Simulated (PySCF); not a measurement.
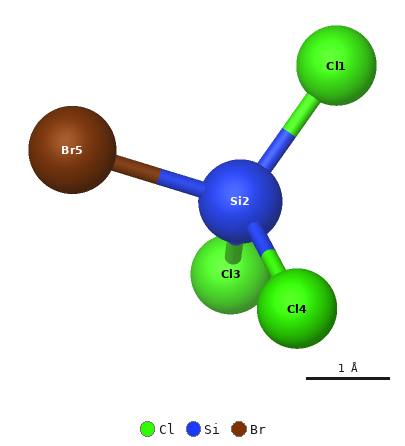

Fig. 1: The structure as given in the input (ball-and-stick view, seen at a tilt; atoms are numbered from 1 in the order of the input). Bond lengths as drawn: Br–Si 2.20 Å and Cl–Si 2.01 Å.

**Geometry relaxation of SiBrCl3**

- system: SiBrCl3
- method: wB97X/6-31G* tight geometry optimisation and Hessian, gas phase (PySCF 2.14.0)

What the program printed:
```
step   0  E = -115487.0905639 eV  max force = 0.83165
step   1  E = -115487.1083540 eV  max force = 0.47026
step   2  E = -115487.1172308 eV  max force = 0.01693
step   3  E = -115487.1172746 eV  max force = 0.00542
step   4  E = -115487.1172775 eV  max force = 0.00075
step   5  E = -115487.1172775 eV  max force = 0.00075
step   6  E = -115487.1172775 eV  max force = 0.00018
harmonic wavenumbers (cm-1): 132.9 133.8 193.6 209.9 210.5 381.5 577.5 635.7 636.4
```

Trajectory as extended XYZ (Å, eV, eV/Å), 7 frames, from step=0 to step=6:
```
5
Properties=species:S:1:pos:R:3:forces:R:3 step=0 energy=-115487.09056
Cl   -0.2108    1.6808   -1.1384   -0.1833   0.3073  -0.2552
Si   -0.0538    0.0060   -0.0364    0.8317  -0.0507   0.3096
Cl   -1.3029    0.0689    1.5383   -0.3810   0.0194   0.2228
Cl   -0.4046   -1.6240   -1.1608   -0.2190  -0.2798  -0.2583
Br    2.0065   -0.1202    0.7286   -0.0483   0.0038  -0.0190
5
Properties=species:S:1:pos:R:3:forces:R:3 step=1 energy=-115487.10835
Cl   -0.2465    1.6779   -1.1491    0.1196  -0.1232   0.1187
Si    0.0087    0.0023   -0.0129   -0.4703   0.0269  -0.1740
Cl   -1.3365    0.0704    1.5201    0.2000  -0.0097  -0.0696
Cl   -0.4408   -1.6167   -1.1710    0.1349   0.1068   0.1181
Br    2.0495   -0.1224    0.7441    0.0158  -0.0008   0.0068
5
Properties=species:S:1:pos:R:3:forces:R:3 step=2 energy=-115487.11723
Cl   -0.2310    1.6819   -1.1462   -0.0058  -0.0145   0.0069
Si   -0.0166    0.0036   -0.0224    0.0112   0.0008   0.0042
Cl   -1.3235    0.0701    1.5310    0.0029  -0.0012  -0.0169
Cl   -0.4253   -1.6227   -1.1687   -0.0046   0.0147   0.0076
Br    2.0309   -0.1214    0.7376   -0.0037   0.0002  -0.0016
5
Properties=species:S:1:pos:R:3:forces:R:3 step=3 energy=-115487.11727
Cl   -0.2320    1.6806   -1.1458    0.0000   0.0054  -0.0030
Si   -0.0151    0.0037   -0.0218    0.0029  -0.0015   0.0014
Cl   -1.3240    0.0697    1.5289   -0.0028   0.0007   0.0052
Cl   -0.4265   -1.6211   -1.1679    0.0003  -0.0049  -0.0037
Br    2.0321   -0.1214    0.7378   -0.0004   0.0002   0.0001
5
Properties=species:S:1:pos:R:3:forces:R:3 step=4 energy=-115487.11728
Cl   -0.2321    1.6808   -1.1459    0.0001  -0.0001   0.0001
Si   -0.0152    0.0036   -0.0218   -0.0003   0.0008  -0.0003
Cl   -1.3239    0.0700    1.5293   -0.0002  -0.0005   0.0000
Cl   -0.4263   -1.6214   -1.1682    0.0001  -0.0002   0.0001
Br    2.0319   -0.1215    0.7379    0.0002   0.0001   0.0002
5
Properties=species:S:1:pos:R:3:forces:R:3 step=5 energy=-115487.11728
Cl   -0.2321    1.6808   -1.1459    0.0001  -0.0001   0.0001
Si   -0.0152    0.0036   -0.0218   -0.0003   0.0008  -0.0003
Cl   -1.3239    0.0700    1.5293   -0.0002  -0.0005   0.0000
Cl   -0.4263   -1.6214   -1.1682    0.0001  -0.0002   0.0001
Br    2.0319   -0.1215    0.7379    0.0002   0.0001   0.0002
5
Properties=species:S:1:pos:R:3:forces:R:3 step=6 energy=-115487.11728
Cl   -0.2320    1.6808   -1.1459   -0.0001   0.0000   0.0001
Si   -0.0152    0.0036   -0.0219    0.0000   0.0000   0.0000
Cl   -1.3239    0.0699    1.5293   -0.0001  -0.0002  -0.0001
Cl   -0.4263   -1.6214   -1.1681    0.0002   0.0000  -0.0001
Br    2.0319   -0.1214    0.7379    0.0000   0.0001   0.0001
```

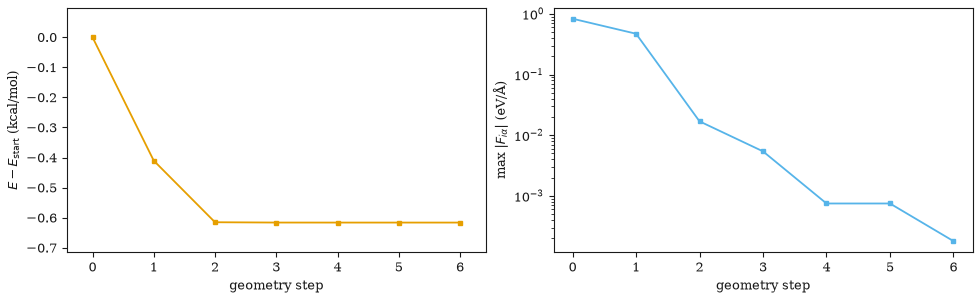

Fig. 2: Progress of the relaxation, step by step (steps are counted from 0).

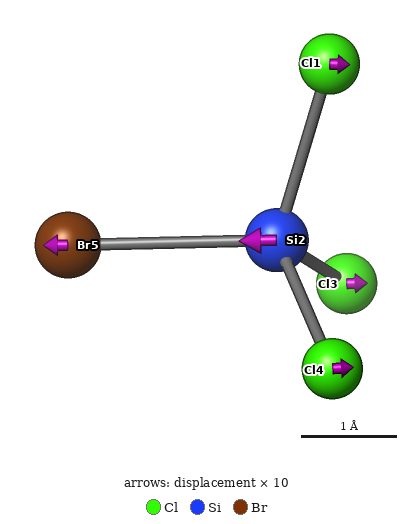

Fig. 3: The starting structure with the displacements as pink arrows, magnified 10 times (ball-and-stick view, seen at a tilt). The two geometries are laid on each other by the best rigid fit. After 6 geometry steps the energy has fallen by 0.62 kcal/mol. Largest force component: 0.83 eV/Å at the start, 0.00018 eV/Å at the end. The atom that moves furthest after the best rigid fit is Si2 (0.041 Å). By element the largest moves are Si 0.041 Å, Br 0.027 Å, Cl 0.023 Å. Among the contacts that change: Cl1–Si2 2.011 → 2.031 Å, Si2–Br5 2.201 → 2.187 Å. (Atoms are counted from 1 in the order of the input.)

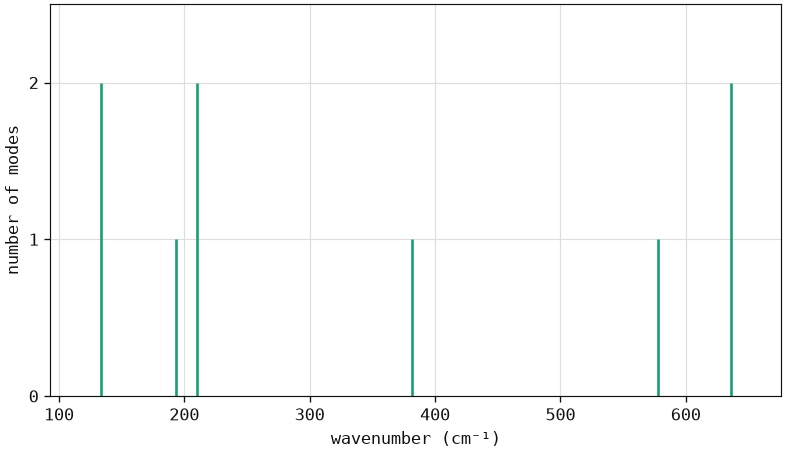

Fig. 4: Harmonic vibrational wavenumbers from the force constants; neighbouring modes closer than 3 cm⁻¹ are counted in one stick. 9 modes from 133 to 636 cm⁻¹, none imaginary.

This output came from the following input.

Input:
```
{"job": {"xc": "wB97X", "basis": "6-31G*", "grid": 2, "temperatures": [298.15, 500], "j": false, "delta": 0.3, "kind": "geom"}, "charge": 0, "multiplicity": 1}
Cl    -0.210777     1.680798    -1.138379
Si    -0.053752     0.005955    -0.036422
Cl    -1.302878     0.068919     1.538290
Cl    -0.404586    -1.624031    -1.160792
Br     2.006480    -0.120231     0.728562
```

The first line tells a small driver script what to run in PySCF; the rest is the geometry in Å.

Command:
```bash
OMP_NUM_THREADS=1 python <driver script> task.json out
```

Key numbers:

| quantity | value |
| --- | --- |
| outcome | converged |
| wavenumbers, lowest and highest | 133 and 636 cm⁻¹ |
| hardware | 1 CPU thread, shared host |
| wall time | 6.6 min |
| peak memory | 0.64 GiB |
